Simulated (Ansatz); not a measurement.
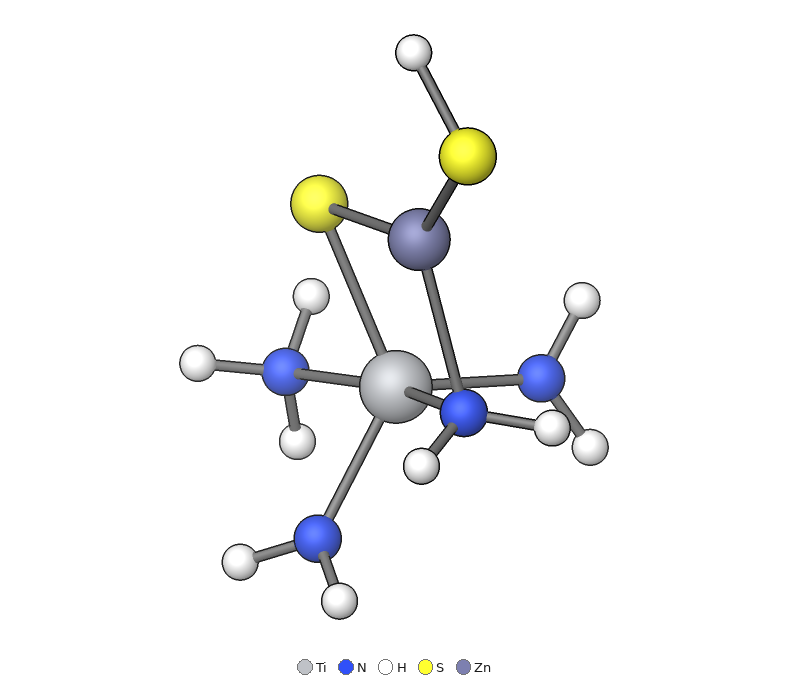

The picture shows a molecular structure as a ball-and-stick model.

Charge 0, singlet. The geometry was computed by an optimisation with PBE0-D4/def2-TZVP.

Describe the molecule.

It has 18 atoms: 10 hydrogen, 4 nitrogen, 2 sulfur, 1 titanium and 1 zinc (H₁₀N₄S₂TiZn). The point group is C1. Coordination, clear cases only: 1 N tetrahedral; 2 N trigonal planar; 2 S bent; 1 Zn trigonal planar.

The parts below concern this one geometry. Atoms keep their numbers from picture to picture.

## Dipole moment

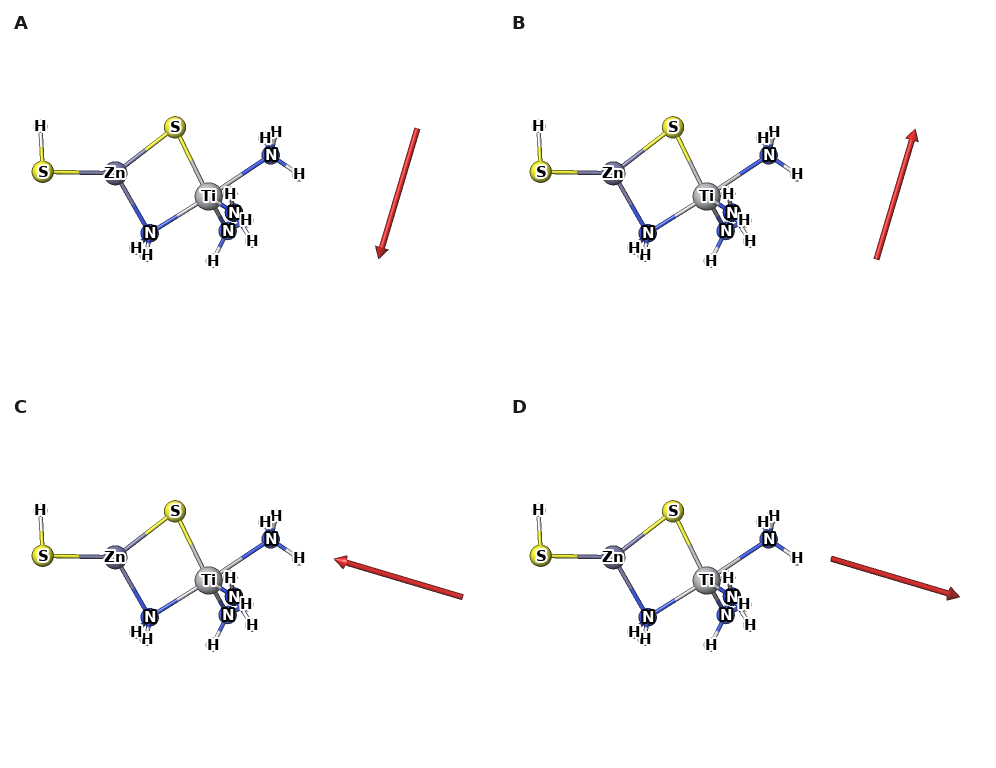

The same molecule four times, each with an arrow. Properties computed with RKS PBE0-D4/def2-TZVP (Ansatz 0.2.0).

Which arrow points along the dipole moment, from the negative to the positive end?

D. The dipole moment is 7.96 D.

## Vibrations

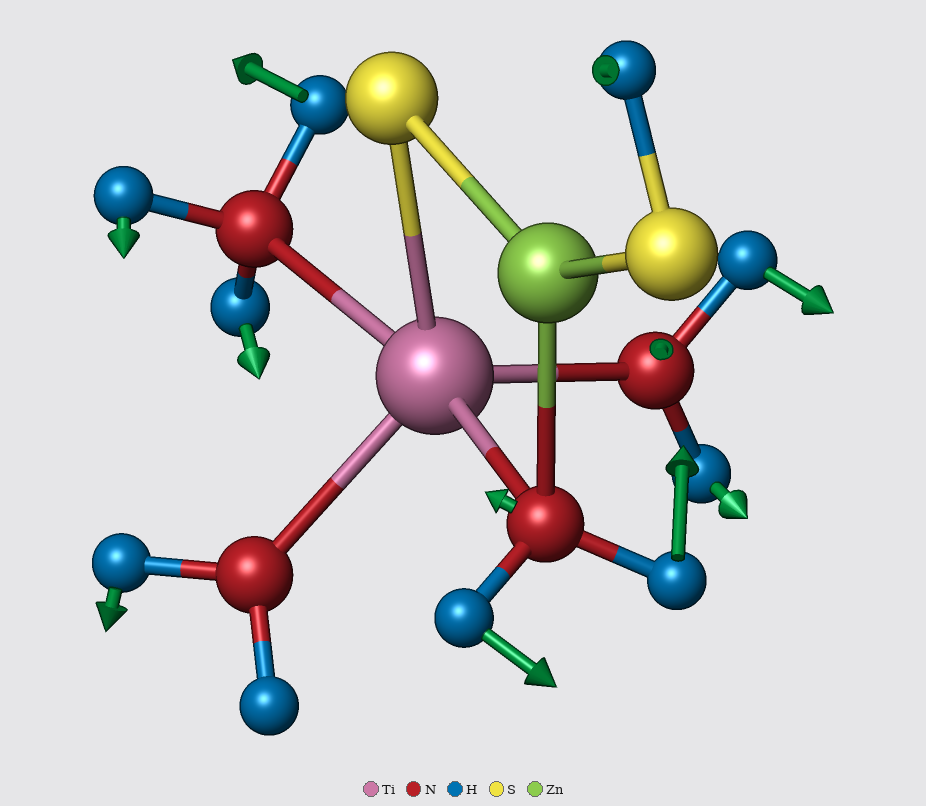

The arrows show one normal mode. Harmonic vibrations computed with RKS PBE0-D4/def2-TZVP (Ansatz 0.2.0) at a stationary point of the same level.

Describe the motion.

Mostly H–N–Ti bending.

Estimate its harmonic wavenumber.

569 cm⁻¹; it is mode 25 of 48 counted from the lowest.

## Charges

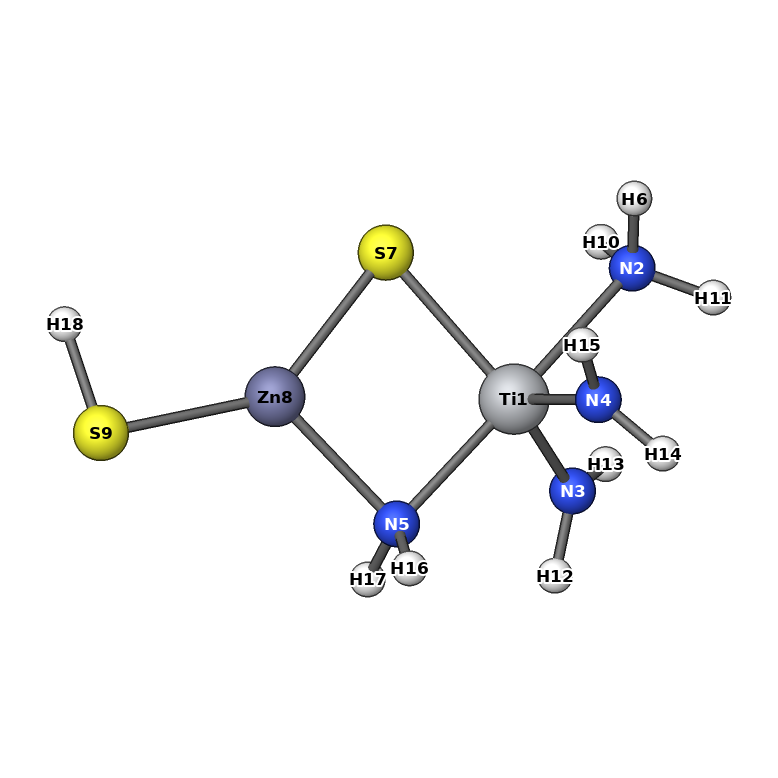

The questions are on Mulliken charges. Method: RKS PBE0-D4/def2-TZVP (Ansatz 0.2.0).

Give the Mulliken charges atom by atom.

```tsv
atom	value (e)
Ti1	1.13
N2	−0.64
N3	−0.80
N4	−0.80
N5	−0.75
H6	0.29
S7	−0.58
Zn8	0.43
S9	−0.45
H10	0.28
H11	0.28
H12	0.23
H13	0.22
H14	0.24
H15	0.25
H16	0.27
H17	0.25
H18	0.15
```

Mulliken values depend strongly on the basis set and can even reverse the polarity of a bond.
